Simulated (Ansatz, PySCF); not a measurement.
Pulling on the Al1–H2 bond in AlFH2 (SMILES [F][AlH2]) (multiplicity 1 held, fragments rigid). Energies count from the point at 1.570 Å.
Geometry at that point (charge 0, multiplicity 1):
```tsv
atom	x (Å)	y (Å)	z (Å)
Al	-0.2467	-0.4788	0.1584
H	0.4707	-1.3122	1.2788
H	-1.5894	-0.8593	-0.5605
F	0.4806	0.9329	-0.3086
```

Restricted levels (R-, RO-) in cc, def2 and unpolarised 6-31G sets keep to the state of the molecule at rest. Unrestricted levels (U-) break spin symmetry where that is lower. Active spaces are followed from a long bond inwards. Curves can end on different states.

Frozen-core correlation. Rows in 6-31G* carry no dispersion term and start afresh at each structure (6-31G* with six Cartesian d functions). MP2/6-31G* freezes PySCF's default core.

Run with Ansatz (a quantum-chemistry and plane-wave program); PySCF for 6-31G* rows. 

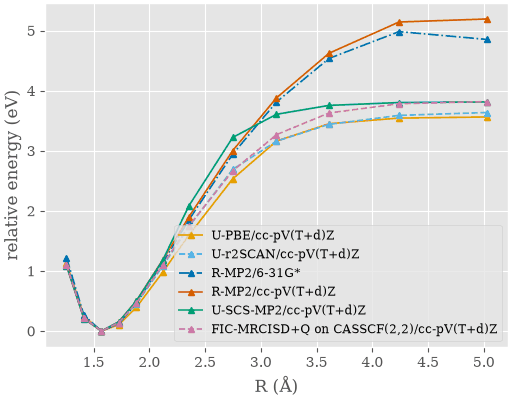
Figure. Relative energy along the coordinate

Doubts at one or more of the structures used: a spin-contaminated determinant (U-PBE/cc-pV(T+d)Z, U-r2SCAN/cc-pV(T+d)Z, U-SCS-MP2/cc-pV(T+d)Z); a restricted determinant that unrestricted orbitals would lower (R-MP2/6-31G*, R-MP2/cc-pV(T+d)Z).
